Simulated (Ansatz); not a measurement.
# CHClGaNO (SMILES O=C=[N][GaH][Cl]): B3LYP/6-31G(d) (Cartesian functions)

Aim: the energy change on altering one bond length of CHClGaNO at B3LYP/6-31G* (Cartesian functions), from 2 runs. 

The results are computed with Ansatz 0.2.0.

153 further runs of the same task are left out: 153 set aside as unsound or not needed. Runs told in other sessions of the task aren't counted.

### 1 Starting point

CHClGaNO has 6 atoms, charge 0, and is taken as a singlet. As SMILES, `O=C=[N][GaH][Cl]`. The shape is that of a PBE0-D4/def2-TZVP optimisation. This is one conformer, not always the lowest.

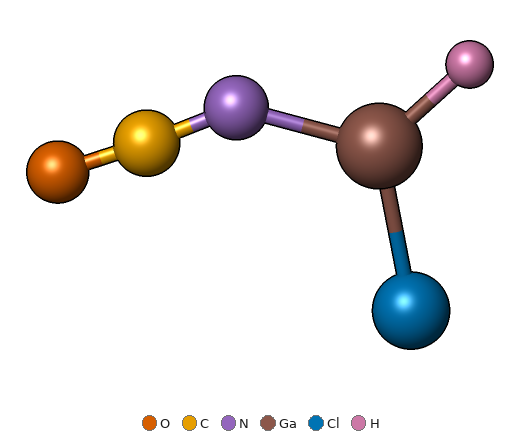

The structure, seen from a chosen angle (oxygen orange, carbon amber, nitrogen purple, gallium brown, chlorine blue, hydrogen pink).

### 2 The energy at B3LYP/6-31G(d) (Cartesian functions)

The input, input.yaml:

```yaml
crystal:
  periodic: [false, false, false]
  atoms:
    - {symbol: O, position_ang: [-0.700200, -2.626600, -0.696700]}
    - {symbol: C, position_ang: [-0.691800, -1.486000, -0.467600]}
    - {symbol: N, position_ang: [-0.756800, -0.304700, -0.247900]}
    - {symbol: Ga, position_ang: [0.248500, 1.124400, 0.275700]}
    - {symbol: Cl, position_ang: [2.297400, 0.694600, 0.677800]}
    - {symbol: H, position_ang: [-0.354900, 2.534400, 0.412700]}
basis:
  gaussian: {orbitals: "6-31G*"}
hamiltonian: {xc: {name: B3LYP}}
accuracy: high
output: {orbitals: {seedname: orbitals}}
```

Launch:

```sh
$ ansatz run input.yaml --threads 1 --pin off --max-ram 3480MiB --events-out events.jsonl --progress --plain --runs-dir runs
```

The program printed:

```text
Warning: RAYON_NUM_THREADS=1 ignored (pool sized by the plan → 1); use --threads N
Functional definition: B3LYP
  name "B3LYP"
  parameter a0 = 0.2
  parameter ax = 0.72
  parameter ac = 0.81
  exchange = (1 - a0 - ax)*slater_x + ax*b88_x + a0*exact_x
  correlation = (1 - ac)*vwn_rpa_c + ac*lyp_c
1968 factors; integrals over basis functions are off by at most 8.4e-9 eV
mean field evaluation 1: about -69480.2159 eV, gradient 6.1e1 eV
mean field evaluation 2: about -69467.9241 eV, gradient 9.7e1 eV
mean field evaluation 4: about -69486.6200 eV, gradient 3.6e0 eV
mean field evaluation 8: about -69486.7109 eV, gradient 8.2e-1 eV
mean field evaluation 16: about -69486.7121 eV, gradient 2.0e-4 eV
mean field -69486.71214338 eV, -2553.5895714842 hartree, gradient 7.2e-8 eV, S^2 0.000000; 0 other end points of the search recorded, 0 dependent functions left out
reference -69486.71218213 eV, -2553.5895729080 hartree; 35, 35 occupied and 66, 66 virtual orbitals, 1968 factors
Total energy: -69486.71218213 eV, -2553.5895729080 hartree
```

Wall time 9.6 s (1 thread of Arm Neoverse V2, shared host); peak memory 0.37 GiB.

### 3 The distorted shape

The input, in.yaml:

```yaml
crystal:
  periodic: [false, false, false]
  atoms:
    - symbol: O
      position_ang: [-0.706920, -3.539041, -0.879972]
    - symbol: C
      position_ang: [-0.691800, -1.486000, -0.467600]
    - symbol: N
      position_ang: [-0.756800, -0.304700, -0.247900]
    - symbol: Ga
      position_ang: [0.248500, 1.124400, 0.275700]
    - symbol: Cl
      position_ang: [2.297400, 0.694600, 0.677800]
    - symbol: H
      position_ang: [-0.354900, 2.534400, 0.412700]
basis:
  gaussian:
    orbitals: "6-31G*"
hamiltonian:
  xc: {name: B3LYP}
accuracy: high
output:
  orbitals: {seedname: orbitals}
```

Launch:

```sh
$ ansatz run in.yaml --threads 1 --pin off --max-ram 3480MiB --events-out events.jsonl --progress --plain --runs-dir runs
```

The program printed:

```text
Warning: RAYON_NUM_THREADS=1 ignored (pool sized by the plan → 1); use --threads N
Functional definition: B3LYP
  name "B3LYP"
  parameter a0 = 0.2
  parameter ax = 0.72
  parameter ac = 0.81
  exchange = (1 - a0 - ax)*slater_x + ax*b88_x + a0*exact_x
  correlation = (1 - ac)*vwn_rpa_c + ac*lyp_c
1966 factors; integrals over basis functions are off by at most 6.3e-9 eV
mean field evaluation 1: about -69471.8703 eV, gradient 6.3e1 eV
mean field evaluation 2: about -69308.5378 eV, gradient 1.6e2 eV
mean field evaluation 4: about -69458.2713 eV, gradient 8.8e1 eV
mean field evaluation 8: about -69479.6689 eV, gradient 1.8e-1 eV
mean field -69479.72119731 eV, -2553.3326589547 hartree, gradient 2.9e-8 eV, S^2 0.000000; 0 other end points of the search recorded, 0 dependent functions left out
reference -69479.72123808 eV, -2553.3326604528 hartree; 35, 35 occupied and 66, 66 virtual orbitals, 1966 factors
Total energy: -69479.72123808 eV, -2553.3326604528 hartree
```

Wall time 9.9 s (1 thread of Arm Neoverse V2, shared host); peak memory 0.37 GiB.

### 4 Summary of results

At B3LYP/6-31G* (Cartesian functions):

```
                                                         quantity           value
                                        first shape: total energy  -2553.58957 Eh
                                         first shape: HOMO energy        -8.41 eV
                                         first shape: LUMO energy        -2.03 eV
                                       first shape: HOMO–LUMO gap         6.37 eV
                                    distorted shape: total energy  -2553.33266 Eh
                                     distorted shape: HOMO energy        -6.87 eV
                                     distorted shape: LUMO energy        -3.54 eV
                                   distorted shape: HOMO–LUMO gap         3.33 eV
energy change with the O1–C2 bond stretched from 1.163 to 2.094 Å        6.991 eV
```

What this shows: With the O1–C2 bond stretched from 1.163 to 2.094 Å the energy rises by 6.99 eV (675 kJ/mol). The first shape isn't relaxed at this level, so the change isn't measured from a minimum. A restricted reference can't describe the breaking bond well at this length.
